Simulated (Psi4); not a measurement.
# SbH3 (stibine) at SVWN5/def2-TZVPP (core potential)

What is the energy change on altering one bond length of SbH3 (stibine) at SVWN5/def2-TZVPP (core potential)? 

The results are computed with Psi4 1.11.

### 1 The structure to begin with

The species is SbH3 (4 atoms), meant as a singlet with charge 0. SMILES: `[SbH3]`. The coordinates come from a PBE0-D4/def2-TZVP relaxation.

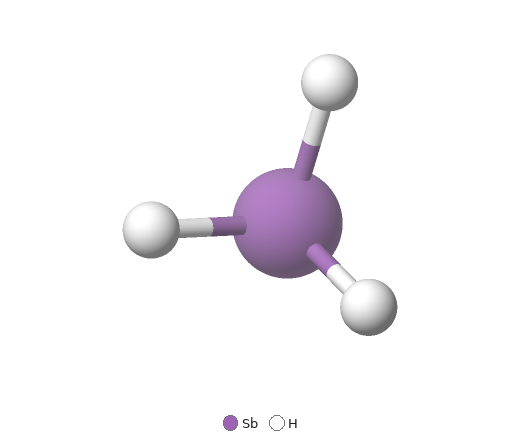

The structure, seen from a chosen angle (antimony purple, hydrogen white).

### 2 A single-point energy at SVWN5/def2-TZVPP (core potential)

Contents of job.dat:

```
memory 2.2 GB

molecule geom {
  0 1
  Sb
  H 1 1.707447
  H 1 1.707458 2 91.39871
  H 1 1.707421 2 91.40138 3 91.43678
  symmetry c1
}

set {
  basis def2-TZVPP
  reference rks
  puream true
  e_convergence 1e-09
  d_convergence 1e-08
  scf_type pk
  dft_radial_points 99
  dft_spherical_points 590
}

E, wfn = energy("scf", dft_functional={"name": "SVWN5", "x_functionals": {"LDA_X": {}}, "c_functionals": {"LDA_C_VWN": {}}}, return_wfn=True)
oeprop(wfn, "MULLIKEN_CHARGES", "LOWDIN_CHARGES", "DIPOLE", title="SCF")
```

Launch:

```
psi4 -i job.dat -o job.out -n 1
```

job.out:

```text
[...]
    !!!  WARNING: ECP capability is in beta. Please check occupations closely.  !!!
[...]
  Running in c1 symmetry.
[...]
  Nuclear repulsion =   22.034311743075584
[...]
  Multiplicity = 1
[...]
  Nalpha       = 13
  Nbeta        = 13
[...]
    Number of basis functions: 92
[...]
   @RKS iter   1:  -241.25261216919404   -1.10707e+00   9.55767e-03 ADIIS/DIIS
[...]
   @RKS iter  10:  -241.63297808409069   -8.08598e-11   3.45339e-09 DIIS
[...]
    Orbital Energies [Eh]
    ---------------------
    Doubly Occupied:
       1A     -5.480195     2A     -3.751594     3A     -3.751594
       4A     -3.747075     5A     -1.202850     6A     -1.202850
       7A     -1.198836     8A     -1.198836     9A     -1.196238
      10A     -0.539227    11A     -0.309295    12A     -0.309288
      13A     -0.243612
[...]
  @RKS Final Energy:  -241.63297808409069
   => Energetics <=
    Nuclear Repulsion Energy =             22.0343117430755839
    One-Electron Energy =                -465.3771607988735468
    Two-Electron Energy =                 221.6986554024776410
    DFT Exchange-Correlation Energy =     -19.9887844307703872
    Empirical Dispersion Energy =           0.0000000000000000
    VV10 Nonlocal Energy =                  0.0000000000000000
    Total Energy =                       -241.6329780840906949
[...]
 Multipole Moments:
 ------------------------------------------------------------------------------------
     Multipole            Electronic (a.u.)      Nuclear  (a.u.)        Total (a.u.)
 ------------------------------------------------------------------------------------
 L = 1.  Multiply by 2.5417464519 to convert [e a0] to [Debye]
 Dipole X            :         -2.5915980            2.5427670           -0.0488310
 Dipole Y            :         -2.5275033            2.4798476           -0.0476557
 Dipole Z            :         -2.4665345            2.4200342           -0.0465003
 Magnitude           :                                                    0.0825700
[...]
  Mulliken Charges: (a.u.)
   Center  Symbol    Alpha    Beta     Spin     Total
       1    SB    11.45969 11.45969  0.00000  0.08063
       2     H     0.51344  0.51344  0.00000 -0.02688
       3     H     0.51344  0.51344  0.00000 -0.02688
       4     H     0.51344  0.51344  0.00000 -0.02687
   Total alpha = 13.00000, Total beta = 13.00000, Total charge =  0.00000
  Lowdin Charges: (a.u.)
   Center  Symbol    Alpha    Beta     Spin     Total
       1    SB    11.35121 11.35121  0.00000  0.29759
       2     H     0.54960  0.54960  0.00000 -0.09919
[...]
```

It took 9 s on 1 thread of AMD EPYC 7R43 (Zen 3), shared host; peak memory 0.48 GiB.

### 3 The distorted shape: energy and gradient at SVWN5/def2-TZVPP (core potential)

Contents of h3sb.inp:

```
memory 2.2 GB

molecule m {
  0 1
  Sb     1.204011     0.027505    -0.701203
  H      1.591611     0.409505     0.917197
  H     -1.039100    -0.984400     0.008900
  H      0.486711     1.559205    -0.935003
  symmetry c1
  no_reorient
  no_com
}

set globals {
  basis                def2-TZVPP
  puream               true
  e_convergence        1e-09
  d_convergence        1e-08
  scf_type             pk
  dft_radial_points    99
  dft_spherical_points 590
}

gradient("scf", dft_functional={"name": "SVWN5", "x_functionals": {"LDA_X": {}}, "c_functionals": {"LDA_C_VWN": {}}})
print_variables()
```

Launch:

```
psi4 -i h3sb.inp -o h3sb.out -n 1
```

h3sb.out:

```text
[...]
    !!!  WARNING: ECP capability is in beta. Please check occupations closely.  !!!
[...]
  Running in c1 symmetry.
[...]
  Nuclear repulsion =   19.565199530996559
[...]
  Multiplicity = 1
[...]
  Nalpha       = 13
  Nbeta        = 13
[...]
    Number of basis functions: 92
[...]
   @RKS iter   1:  -240.89416750753142   -8.99578e-01   1.07777e-02 DIIS/ADIIS
[...]
   @RKS iter  13:  -241.56774296308473   -8.81073e-13   1.10236e-09 DIIS
[...]
    Orbital Energies [Eh]
    ---------------------
    Doubly Occupied:
       1A     -5.500049     2A     -3.773049     3A     -3.769797
       4A     -3.766429     5A     -1.221217     6A     -1.220643
       7A     -1.217880     8A     -1.217553     9A     -1.214895
      10A     -0.533884    11A     -0.317629    12A     -0.272616
      13A     -0.240110
[...]
  @RKS Final Energy:  -241.56774296308473
   => Energetics <=
    Nuclear Repulsion Energy =             19.5651995309965585
    One-Electron Energy =                -460.1113908005181656
    Two-Electron Energy =                 218.8631827552137281
    DFT Exchange-Correlation Energy =     -19.8847344487768503
    Empirical Dispersion Energy =           0.0000000000000000
    VV10 Nonlocal Energy =                  0.0000000000000000
    Total Energy =                       -241.5677429630847257
[...]
 Multipole Moments:
 ------------------------------------------------------------------------------------
     Multipole            Electronic (a.u.)      Nuclear  (a.u.)        Total (a.u.)
 ------------------------------------------------------------------------------------
 L = 1.  Multiply by 2.5417464519 to convert [e a0] to [Debye]
 Dipole X            :        -53.8230336           54.2946189            0.4715853
 Dipole Y            :         -2.8804759            3.0555454            0.1750695
 Dipole Z            :         30.3210203          -30.4937074           -0.1726871
 Magnitude           :                                                    0.5318485
[...]
  -Total Gradient:
     Atom            X                  Y                   Z
    ------   -----------------  -----------------  -----------------
       1        0.037499084063     0.022854976441    -0.008192766672
       2        0.001084532033    -0.001265366146    -0.002763640367
       3       -0.040586456262    -0.019369627566     0.012191045777
       4        0.002000906853    -0.002220714374    -0.001233937679
[...]
```

It took 17 s on 1 thread of AMD EPYC 7R43 (Zen 3), shared host; peak memory 0.47 GiB.

### 4 What came out

Level: SVWN5/def2-TZVPP (core potential).

| quantity | value |
| --- | --- |
| first shape: total energy | -241.63298 Eh |
| first shape: dipole moment | 0.21 D |
| first shape: HOMO energy | -6.63 eV |
| first shape: LUMO energy | -1.00 eV |
| first shape: HOMO–LUMO gap | 5.63 eV |
| distorted shape: total energy | -241.56774 Eh |
| distorted shape: dipole moment | 1.35 D |
| distorted shape: HOMO energy | -6.53 eV |
| distorted shape: LUMO energy | -3.54 eV |
| distorted shape: HOMO–LUMO gap | 3.00 eV |
| distorted shape: largest force on an atom | 2.396 eV/Å |
| energy change with the Sb1–H3 bond stretched from 1.707 to 2.561 Å | 1.775 eV |

What this shows: One bond (distorted shape) is far stretched, which a spin-restricted single reference describes badly; a broken-symmetry solution may lie lower. With the Sb1–H3 bond stretched from 1.707 to 2.561 Å the energy rises by 1.78 eV (171 kJ/mol). The first shape isn't relaxed at this level, so the change isn't measured from a minimum. A restricted reference can't describe the breaking bond well at this length. Mulliken charges (first shape) run from -0.03 on H2 to +0.08 on Sb1; they depend strongly on the basis.
